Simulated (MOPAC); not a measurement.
Geometry relaxation of CH₄F₂Si (part 3 of 4)

Continued. System: CH₄F₂Si. Method: PM3, closed shell (MOPAC 23.2.5). 

Geometry of the input (Å):
```
F  -0.5077  1.7196  -0.7046
C  -0.2363  0.8792  0.3588
Si 0.3330  -0.8382  -0.2694
F  -0.9951  -1.7053  -0.5294
H  -1.1569  0.8233  0.9466
H  0.5244  1.3860  0.9576
H  -1.1207  -2.5679  0.0677
H  1.0000  -0.7272  -1.5521
```

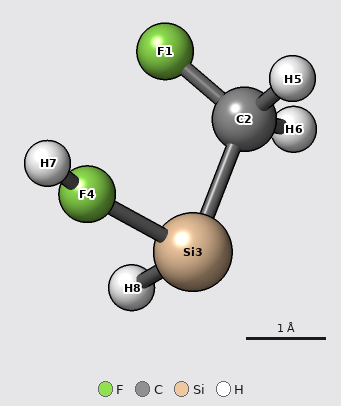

The geometry at step 53 of the log (ball-and-stick view, seen at an oblique angle; atoms are numbered from 1 in the order of the input).

**Trajectory as extended XYZ, continued**
```
8
Properties=species:S:1:pos:R:3:forces:R:3 step=37 energy=-3.04535
F    -0.6479    1.6528   -0.7140   -0.0146   0.0003   0.0137
C    -0.2194    0.8511    0.2958    0.0402   0.0243   0.0028
Si    0.5225   -0.8545   -0.1501   -0.0225  -0.0257   0.0126
F    -0.9935   -1.6847   -0.5178    0.0263   0.0326   0.0101
H    -1.0696    0.7627    0.9890    0.0203  -0.0128  -0.0134
H     0.5713    1.4055    0.8313   -0.0177   0.0154  -0.0162
H    -1.6921   -2.2717   -0.2481   -0.0340  -0.0419  -0.0153
H     0.9807   -0.5982   -1.5745    0.0021   0.0077   0.0058
8
Properties=species:S:1:pos:R:3:forces:R:3 step=38 energy=-3.04654
F    -0.6755    1.6283   -0.7157   -0.0005  -0.0328   0.0600
C    -0.2111    0.8508    0.2984    0.0584   0.0712  -0.0089
Si    0.5294   -0.8585   -0.1383   -0.0428  -0.0366   0.0092
F    -0.9904   -1.6693   -0.5273   -0.0849  -0.0572   0.0480
H    -1.0363    0.7743    1.0228    0.0101  -0.0254  -0.0408
H     0.5922    1.4198    0.7999   -0.0200   0.0156  -0.0332
H    -1.7282   -2.2240   -0.2880    0.0798   0.0436  -0.0494
H     1.0038   -0.6102   -1.5598    0.0000   0.0216   0.0152
8
Properties=species:S:1:pos:R:3:forces:R:3 step=39 energy=-3.04829
F    -0.6949    1.6111   -0.7160   -0.0069  -0.0413   0.0595
C    -0.2028    0.8526    0.2995    0.0722   0.0726  -0.0149
Si    0.5332   -0.8612   -0.1290   -0.0416  -0.0323   0.0143
F    -0.9903   -1.6561   -0.5263   -0.0858  -0.0648   0.0181
H    -1.0075    0.7845    1.0464   -0.0272  -0.0376  -0.0388
H     0.6062    1.4342    0.7744    0.0200   0.0312  -0.0326
H    -1.7455   -2.2098   -0.3500    0.0679   0.0380  -0.0250
H     1.0126   -0.6238   -1.5515    0.0014   0.0341   0.0193
8
Properties=species:S:1:pos:R:3:forces:R:3 step=40 energy=-3.05009
F    -0.7255    1.5864   -0.7149    0.0353  -0.0982   0.1107
C    -0.1882    0.8568    0.3008    0.0417   0.1189  -0.0420
Si    0.5368   -0.8663   -0.1137   -0.0442  -0.0173   0.0000
F    -0.9905   -1.6401   -0.5299   -0.2714  -0.1937   0.0229
H    -0.9670    0.7988    1.0767    0.0111  -0.0206  -0.0489
H     0.6352    1.4558    0.7294   -0.0293   0.0032  -0.0373
H    -1.7703   -2.1840   -0.4279    0.2598   0.1748  -0.0324
H     1.0325   -0.6356   -1.5332   -0.0030   0.0330   0.0269
8
Properties=species:S:1:pos:R:3:forces:R:3 step=41 energy=-3.05126
F    -0.7349    1.5847   -0.7082   -0.0021  -0.0004  -0.0929
C    -0.1744    0.8654    0.2979    0.0009  -0.0680  -0.0353
Si    0.5304   -0.8696   -0.1068    0.0348   0.0380   0.0040
F    -0.9976   -1.6371   -0.5222   -0.0266  -0.0195  -0.0415
H    -0.9502    0.8037    1.0711   -0.0091   0.0073   0.1061
H     0.6523    1.4700    0.7010    0.0250   0.0369   0.0432
H    -1.7480   -2.2202   -0.4938   -0.0151  -0.0011   0.0098
H     1.0339   -0.6367   -1.5224   -0.0077   0.0069   0.0066
8
Properties=species:S:1:pos:R:3:forces:R:3 step=42 energy=-3.05271
F    -0.7547    1.5661   -0.7101    0.0894  -0.1225   0.1091
C    -0.1673    0.8671    0.3004   -0.0808   0.0896  -0.0249
Si    0.5326   -0.8719   -0.0974   -0.0089   0.0191   0.0101
F    -0.9963   -1.6293   -0.5331   -0.0670  -0.0392  -0.0243
H    -0.9243    0.8175    1.1011    0.1165   0.0254  -0.0595
H     0.6725    1.4805    0.6753   -0.1020  -0.0339  -0.0167
H    -1.7680   -2.1868   -0.5160    0.0597   0.0492   0.0059
H     1.0525   -0.6410   -1.5070   -0.0068   0.0123   0.0002
8
Properties=species:S:1:pos:R:3:forces:R:3 step=43 energy=-3.05332
F    -0.7478    1.5678   -0.7112    0.0324  -0.0513   0.0371
C    -0.1718    0.8652    0.3009   -0.0205   0.0490   0.0411
Si    0.5323   -0.8696   -0.1009   -0.0167  -0.0144   0.0203
F    -0.9947   -1.6340   -0.5359    0.0382   0.0407  -0.0126
H    -0.9305    0.8192    1.0991    0.0682  -0.0007  -0.0550
H     0.6645    1.4751    0.6873   -0.0612  -0.0156  -0.0270
H    -1.7702   -2.1812   -0.4892   -0.0380  -0.0242   0.0023
H     1.0491   -0.6354   -1.5103   -0.0024   0.0165  -0.0060
8
Properties=species:S:1:pos:R:3:forces:R:3 step=44 energy=-3.05393
F    -0.7579    1.5551   -0.7106    0.0122  -0.0270   0.0099
C    -0.1670    0.8667    0.3019    0.0359   0.0415   0.0283
Si    0.5332   -0.8703   -0.0958   -0.0194  -0.0379   0.0171
F    -0.9943   -1.6291   -0.5395   -0.1465  -0.0776  -0.0054
H    -0.9123    0.8292    1.1097    0.0030  -0.0160  -0.0054
H     0.6713    1.4829    0.6733   -0.0434  -0.0107  -0.0413
H    -1.7823   -2.1661   -0.5104    0.1637   0.1127  -0.0013
H     1.0570   -0.6361   -1.5032   -0.0056   0.0150  -0.0018
8
Properties=species:S:1:pos:R:3:forces:R:3 step=45 energy=-3.05511
F    -0.7795    1.5345   -0.7092    0.0793  -0.0941   0.1069
C    -0.1575    0.8689    0.3032    0.0037   0.0947  -0.0727
Si    0.5349   -0.8740   -0.0858   -0.0154  -0.0380  -0.0063
F    -0.9949   -1.6164   -0.5494   -0.1633  -0.0756  -0.0070
H    -0.8833    0.8397    1.1278   -0.0090  -0.0075   0.0113
H     0.6865    1.4958    0.6443   -0.0695  -0.0208  -0.0542
H    -1.7958   -2.1357   -0.5356    0.1968   0.1296   0.0009
H     1.0807   -0.6430   -1.4876   -0.0224   0.0117   0.0211
8
Properties=species:S:1:pos:R:3:forces:R:3 step=46 energy=-3.05775
F    -0.8260    1.4865   -0.7044    0.2331  -0.2370   0.3307
C    -0.1366    0.8746    0.3057   -0.0759   0.2229  -0.2574
Si    0.5373   -0.8834   -0.0634    0.0056  -0.0152  -0.0463
F    -0.9960   -1.5862   -0.5734   -0.1079  -0.0110  -0.0082
H    -0.8184    0.8627    1.1680    0.0113   0.0304  -0.0117
H     0.7170    1.5277    0.5748   -0.1723  -0.0926  -0.0688
H    -1.8188   -2.0686   -0.5864    0.1557   0.0981   0.0028
H     1.1306   -0.6582   -1.4505   -0.0497   0.0043   0.0589
8
Properties=species:S:1:pos:R:3:forces:R:3 step=47 energy=-3.06094
F    -0.8542    1.4516   -0.6994    0.2799  -0.2700   0.3865
C    -0.1235    0.8780    0.3067   -0.1327   0.1673  -0.4145
Si    0.5386   -0.8911   -0.0493    0.0533   0.0211  -0.0817
F    -0.9973   -1.5609   -0.5929    0.2902   0.2268  -0.0036
H    -0.7776    0.8725    1.1864   -0.0486   0.0604   0.0695
H     0.7249    1.5494    0.5288   -0.1130  -0.0627  -0.0394
H    -1.8253   -2.0193   -0.5992   -0.2635  -0.1381  -0.0081
H     1.1644   -0.6683   -1.4253   -0.0656  -0.0048   0.0913
8
Properties=species:S:1:pos:R:3:forces:R:3 step=48 energy=-3.06747
F    -0.8921    1.3972   -0.6917    0.2860  -0.2665   0.4482
C    -0.1074    0.8812    0.3068   -0.1285   0.2780  -0.2743
Si    0.5404   -0.8994   -0.0287    0.0363   0.0222  -0.0819
F    -0.9948   -1.5290   -0.6203    0.0928   0.1124   0.0165
H    -0.7144    0.9009    1.2269    0.0297   0.0740  -0.1233
H     0.7387    1.5814    0.4588   -0.2170  -0.1907  -0.0438
H    -1.8509   -1.9413   -0.6316   -0.0582  -0.0186  -0.0125
H     1.2010   -0.6763   -1.3867   -0.0411  -0.0108   0.0710
8
Properties=species:S:1:pos:R:3:forces:R:3 step=49 energy=-3.07113
F    -0.8857    1.3908   -0.6860   -0.2626   0.0925  -0.2312
C    -0.1109    0.8810    0.3011    0.1780  -0.1545   0.3799
Si    0.5396   -0.8990   -0.0297    0.0777   0.0002   0.0123
F    -0.9931   -1.5244   -0.6196   -0.0819   0.0177  -0.0105
H    -0.7138    0.9039    1.2243    0.0023   0.0422  -0.1167
H     0.7249    1.5791    0.4541    0.0334  -0.0231  -0.0165
H    -1.8501   -1.9392   -0.6307    0.0439   0.0307  -0.0095
H     1.1947   -0.6730   -1.3829    0.0091  -0.0057  -0.0079
8
Properties=species:S:1:pos:R:3:forces:R:3 step=50 energy=-3.07397
F    -0.8940    1.3843   -0.6863   -0.0089  -0.0568   0.0366
C    -0.1062    0.8805    0.3033   -0.0188  -0.0315  -0.0097
Si    0.5434   -0.9004   -0.0269   -0.0064  -0.0128  -0.0050
F    -0.9948   -1.5178   -0.6223   -0.0358   0.0255   0.0149
H    -0.7097    0.9073    1.2204   -0.0526   0.0322   0.0161
H     0.7266    1.5819    0.4509    0.0461  -0.0008  -0.0289
H    -1.8533   -1.9298   -0.6364    0.0592   0.0399  -0.0089
H     1.1993   -0.6796   -1.3795    0.0172   0.0043  -0.0152
8
Properties=species:S:1:pos:R:3:forces:R:3 step=51 energy=-3.07594
F    -0.9040    1.3691   -0.6833    0.0139  -0.0678   0.0648
C    -0.1022    0.8800    0.3041    0.0138   0.0666  -0.0511
Si    0.5443   -0.9032   -0.0224    0.0121  -0.0024  -0.0168
F    -0.9951   -1.5059   -0.6279    0.0041   0.0245   0.0078
H    -0.6982    0.9158    1.2258   -0.0263   0.0298   0.0143
H     0.7302    1.5900    0.4311   -0.0286  -0.0726  -0.0205
H    -1.8557   -1.9115   -0.6457    0.0115   0.0194  -0.0105
H     1.2128   -0.6839   -1.3716   -0.0004   0.0026   0.0119
8
Properties=species:S:1:pos:R:3:forces:R:3 step=52 energy=-3.07843
F    -0.9250    1.3379   -0.6777    0.0775  -0.0566   0.1310
C    -0.0933    0.8814    0.3033   -0.0984   0.0747  -0.0412
Si    0.5467   -0.9083   -0.0127   -0.0051   0.0084  -0.0225
F    -0.9948   -1.4833   -0.6402   -0.0445  -0.0459   0.0060
H    -0.6704    0.9330    1.2392    0.0231   0.0199  -0.0540
H     0.7348    1.5996    0.3962   -0.0185  -0.0486  -0.0276
H    -1.8644   -1.8716   -0.6630    0.0693   0.0495  -0.0103
H     1.2361   -0.6906   -1.3522   -0.0033  -0.0013   0.0186
8
Properties=species:S:1:pos:R:3:forces:R:3 step=53 energy=-3.07936
F    -0.9419    1.3106   -0.6694    0.0425   0.0123   0.0762
C    -0.0854    0.8839    0.3029   -0.0257   0.0909  -0.0263
Si    0.5465   -0.9128   -0.0038   -0.0193   0.0194   0.0104
F    -0.9947   -1.4654   -0.6507   -0.0006  -0.0766   0.0035
H    -0.6456    0.9545    1.2469    0.0512   0.0181  -0.0358
H     0.7434    1.6082    0.3567   -0.0840  -0.0917  -0.0081
H    -1.8669   -1.8445   -0.6874    0.0201   0.0335  -0.0111
H     1.2512   -0.6924   -1.3324    0.0158  -0.0059  -0.0087
8
Properties=species:S:1:pos:R:3:forces:R:3 step=54 energy=-3.08001
F    -0.9412    1.3126   -0.6683   -0.0200   0.0487  -0.0071
C    -0.0861    0.8842    0.3017   -0.0143   0.0066   0.0513
Si    0.5451   -0.9124   -0.0038    0.0063   0.0153  -0.0061
F    -0.9938   -1.4686   -0.6516   -0.0251  -0.0755   0.0000
H    -0.6448    0.9577    1.2459    0.0378   0.0096  -0.0209
H     0.7443    1.6028    0.3567   -0.0244  -0.0285  -0.0139
H    -1.8682   -1.8444   -0.6833    0.0392   0.0399  -0.0125
H     1.2536   -0.6880   -1.3317    0.0004  -0.0162   0.0092
8
Properties=species:S:1:pos:R:3:forces:R:3 step=55 energy=-3.08052
F    -0.9421    1.3151   -0.6665   -0.0326   0.0495  -0.0189
C    -0.0853    0.8860    0.3011   -0.0186  -0.0269   0.0710
Si    0.5426   -0.9121   -0.0024    0.0021   0.0099   0.0054
F    -0.9923   -1.4746   -0.6542   -0.0397  -0.0576   0.0062
H    -0.6384    0.9652    1.2482    0.0309   0.0067  -0.0233
H     0.7493    1.5990    0.3510   -0.0096  -0.0027  -0.0171
H    -1.8688   -1.8459   -0.6859    0.0526   0.0435  -0.0124
H     1.2514   -0.6831   -1.3276    0.0148  -0.0224  -0.0109
8
Properties=species:S:1:pos:R:3:forces:R:3 step=56 energy=-3.08119
F    -0.9517    1.3108   -0.6605   -0.0138   0.0391  -0.0016
C    -0.0818    0.8884    0.2988   -0.0227  -0.0347   0.0592
Si    0.5395   -0.9134    0.0036   -0.0038   0.0051  -0.0193
F    -0.9905   -1.4755   -0.6616   -0.0359  -0.0461   0.0137
H    -0.6181    0.9805    1.2539    0.0201   0.0063  -0.0198
H     0.7587    1.5954    0.3278   -0.0146   0.0196  -0.0179
H    -1.8709   -1.8374   -0.6985    0.0640   0.0469  -0.0119
H     1.2612   -0.6819   -1.3154    0.0068  -0.0363  -0.0024
8
Properties=species:S:1:pos:R:3:forces:R:3 step=57 energy=-3.08220
F    -0.9736    1.3016   -0.6457    0.0414   0.0009   0.0501
C    -0.0738    0.8936    0.2939   -0.0113   0.0166  -0.0092
Si    0.5332   -0.9174    0.0165   -0.0092   0.0112  -0.0181
F    -0.9863   -1.4730   -0.6752    0.0254  -0.0188   0.0190
H    -0.5734    1.0135    1.2648    0.0088  -0.0005  -0.0149
H     0.7747    1.5934    0.2737   -0.0565   0.0098  -0.0037
H    -1.8679   -1.8251   -0.7373   -0.0084   0.0209  -0.0136
H     1.2801   -0.6935   -1.2893    0.0097  -0.0400  -0.0096
8
Properties=species:S:1:pos:R:3:forces:R:3 step=58 energy=-3.08281
F    -0.9784    1.3012   -0.6422    0.0228  -0.0107   0.0390
C    -0.0733    0.8937    0.2921    0.0265   0.0221  -0.0457
Si    0.5332   -0.9182    0.0192   -0.0165   0.0045  -0.0243
F    -0.9850   -1.4708   -0.6775   -0.0084  -0.0395   0.0163
H    -0.5639    1.0167    1.2654   -0.0258  -0.0017   0.0305
H     0.7726    1.5951    0.2637   -0.0265   0.0175  -0.0046
H    -1.8674   -1.8215   -0.7448    0.0230   0.0346  -0.0101
H     1.2862   -0.7057   -1.2856    0.0049  -0.0267  -0.0011
8
Properties=species:S:1:pos:R:3:forces:R:3 step=59 energy=-3.08315
F    -0.9996    1.2880   -0.6288    0.0651  -0.0437   0.1061
C    -0.0662    0.8975    0.2869    0.0048   0.1049  -0.0515
Si    0.5298   -0.9226    0.0307   -0.0132   0.0158  -0.0288
F    -0.9804   -1.4611   -0.6903   -0.1105  -0.1003   0.0053
H    -0.5220    1.0404    1.2772   -0.0173  -0.0241  -0.0526
H     0.7735    1.6045    0.2168   -0.0311  -0.0197   0.0018
H    -1.8675   -1.7999   -0.7768    0.1077   0.0714   0.0002
H     1.3090   -0.7350   -1.2641   -0.0055  -0.0042   0.0194
8
Properties=species:S:1:pos:R:3:forces:R:3 step=60 energy=-3.08346
F    -0.9930    1.2943   -0.6308   -0.0038  -0.0192   0.0211
C    -0.0678    0.8975    0.2877    0.0218   0.0240  -0.0359
Si    0.5298   -0.9214    0.0268    0.0085   0.0164   0.0013
F    -0.9815   -1.4644   -0.6858    0.0017  -0.0457   0.0088
H    -0.5348    1.0323    1.2718   -0.0295  -0.0152   0.0141
H     0.7700    1.6044    0.2298    0.0263   0.0184   0.0014
H    -1.8628   -1.8119   -0.7709   -0.0288   0.0188  -0.0134
H     1.3022   -0.7346   -1.2705    0.0039   0.0025   0.0027
8
Properties=species:S:1:pos:R:3:forces:R:3 step=61 energy=-3.08365
F    -0.9921    1.2933   -0.6314   -0.0073  -0.0087   0.0138
C    -0.0673    0.8980    0.2879    0.0358   0.0180  -0.0342
Si    0.5301   -0.9208    0.0267   -0.0072   0.0079  -0.0102
F    -0.9822   -1.4657   -0.6863   -0.0283  -0.0512   0.0146
H    -0.5370    1.0301    1.2708   -0.0246  -0.0041   0.0217
H     0.7715    1.6052    0.2318   -0.0014   0.0042   0.0033
H    -1.8661   -1.8098   -0.7675    0.0276   0.0390  -0.0084
H     1.3017   -0.7296   -1.2702    0.0053  -0.0050  -0.0006
8
Properties=species:S:1:pos:R:3:forces:R:3 step=62 energy=-3.08387
F    -0.9979    1.2885   -0.6275    0.0099  -0.0072   0.0269
C    -0.0640    0.9002    0.2863    0.0102   0.0181  -0.0276
Si    0.5286   -0.9216    0.0299   -0.0086   0.0045  -0.0206
F    -0.9812   -1.4647   -0.6913   -0.0439  -0.0523   0.0189
H    -0.5265    1.0355    1.2730   -0.0096  -0.0008   0.0005
H     0.7734    1.6084    0.2197   -0.0156  -0.0053   0.0029
H    -1.8689   -1.8008   -0.7721    0.0586   0.0501  -0.0060
H     1.3097   -0.7338   -1.2624   -0.0010  -0.0071   0.0050
8
Properties=species:S:1:pos:R:3:forces:R:3 step=63 energy=-3.08404
F    -1.0121    1.2794   -0.6167    0.0315  -0.0083   0.0395
C    -0.0572    0.9049    0.2818   -0.0177   0.0286  -0.0183
Si    0.5246   -0.9237    0.0376   -0.0055  -0.0006  -0.0255
F    -0.9780   -1.4626   -0.7029   -0.0585  -0.0460   0.0258
H    -0.5002    1.0502    1.2773    0.0143   0.0006  -0.0339
H     0.7770    1.6150    0.1885   -0.0416  -0.0300   0.0072
H    -1.8721   -1.7824   -0.7856    0.0857   0.0581  -0.0044
H     1.3277   -0.7486   -1.2434   -0.0081  -0.0025   0.0096
8
Properties=species:S:1:pos:R:3:forces:R:3 step=64 energy=-3.08417
F    -1.0140    1.2788   -0.6148    0.0161  -0.0008   0.0168
C    -0.0563    0.9055    0.2806   -0.0266   0.0020  -0.0015
Si    0.5239   -0.9240    0.0383    0.0039  -0.0019  -0.0151
F    -0.9772   -1.4623   -0.7046   -0.0357  -0.0354   0.0257
H    -0.4971    1.0514    1.2768    0.0117   0.0000  -0.0236
H     0.7762    1.6158    0.1851   -0.0159  -0.0116   0.0014
H    -1.8718   -1.7794   -0.7857    0.0531   0.0462  -0.0085
H     1.3308   -0.7527   -1.2402   -0.0067   0.0015   0.0048
8
Properties=species:S:1:pos:R:3:forces:R:3 step=65 energy=-3.08425
F    -1.0155    1.2788   -0.6131   -0.0232   0.0082  -0.0217
C    -0.0568    0.9052    0.2795    0.0161  -0.0115   0.0098
Si    0.5235   -0.9246    0.0389    0.0100  -0.0016   0.0050
F    -0.9758   -1.4618   -0.7062   -0.0121  -0.0281   0.0230
H    -0.4942    1.0536    1.2758   -0.0035  -0.0034   0.0066
H     0.7754    1.6145    0.1812    0.0018   0.0001  -0.0021
H    -1.8714   -1.7749   -0.7841    0.0102   0.0302  -0.0139
H     1.3330   -0.7557   -1.2370    0.0007   0.0062  -0.0067
8
Properties=species:S:1:pos:R:3:forces:R:3 step=66 energy=-3.08431
F    -1.0214    1.2752   -0.6091    0.0003   0.0004  -0.0018
C    -0.0547    0.9063    0.2776    0.0028  -0.0022  -0.0025
Si    0.5224   -0.9258    0.0421    0.0064   0.0017   0.0021
F    -0.9744   -1.4600   -0.7102   -0.0178  -0.0328   0.0231
H    -0.4834    1.0597    1.2771   -0.0024  -0.0037   0.0008
H     0.7768    1.6152    0.1687   -0.0062  -0.0031  -0.0032
H    -1.8721   -1.7670   -0.7901    0.0182   0.0334  -0.0131
H     1.3398   -0.7607   -1.2295   -0.0013   0.0063  -0.0054
8
Properties=species:S:1:pos:R:3:forces:R:3 step=67 energy=-3.08436
F    -1.0338    1.2671   -0.6002    0.0305  -0.0064   0.0227
C    -0.0503    0.9087    0.2733   -0.0092   0.0169  -0.0092
Si    0.5197   -0.9283    0.0489    0.0024   0.0069  -0.0032
F    -0.9712   -1.4564   -0.7194   -0.0393  -0.0437   0.0240
H    -0.4598    1.0734    1.2796    0.0008  -0.0060  -0.0166
H     0.7793    1.6167    0.1409   -0.0248  -0.0147  -0.0021
H    -1.8743   -1.7481   -0.8020    0.0434   0.0419  -0.0118
H     1.3540   -0.7700   -1.2127   -0.0039   0.0051  -0.0039
8
Properties=species:S:1:pos:R:3:forces:R:3 step=68 energy=-3.08443
F    -1.0305    1.2688   -0.6026    0.0154  -0.0007   0.0083
C    -0.0514    0.9079    0.2743   -0.0087  -0.0027  -0.0052
Si    0.5205   -0.9278    0.0472    0.0054   0.0067  -0.0014
F    -0.9721   -1.4571   -0.7166   -0.0278  -0.0415   0.0227
H    -0.4657    1.0698    1.2785   -0.0070  -0.0036   0.0011
H     0.7783    1.6156    0.1480   -0.0045   0.0017  -0.0059
H    -1.8738   -1.7521   -0.7999    0.0287   0.0376  -0.0129
H     1.3499   -0.7659   -1.2169   -0.0015   0.0025  -0.0068
```
